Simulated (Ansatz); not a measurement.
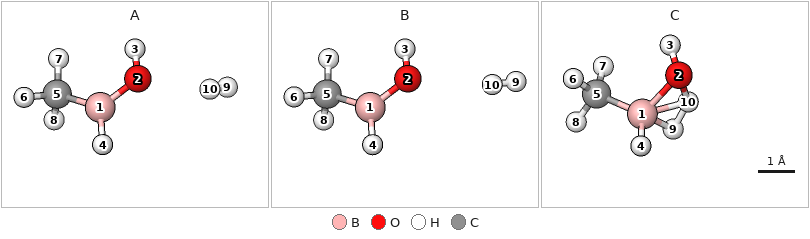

3 geometries from a converged minimum-energy path of CH7BO, made up at the start of CH$_{5}$BO and H2, shuffled. The picture is a ball-and-stick view, seen at a tilt.

Level of theory: Ansatz 0.2.0, RKS B3LYP-D4/cc-pVDZ. Set-up: 9 movable images; climbing image; force threshold 0.05 eV/Å; iteration limit 60; starting path through a guess of the saddle point.

Q: Which of them lies highest in energy?

A: C. In order along the path, whose images run from 0 to 10: B (image 1, +0.1 kcal/mol), A (image 2, +0.3 kcal/mol), C (image 7, +42.4 kcal/mol). Breaking: B1–O2 (1.36 → 1.60 at the top → 1.78 Å), H9–H10 (0.76 → 1.02 at the top → 2.50 Å). Forming: B1–H9 (4.42 → 1.38 at the top → 1.22 Å), O2–H10 (2.49 → 1.27 at the top → 0.97 Å).

Limits of the set-up: the start holds two separate molecules, 2.5 Å apart at their closest, whose relative position is a soft coordinate.

The run took 7 min on 1 thread of Arm Neoverse V2, with other jobs on the host, peak memory 0.13 GiB.
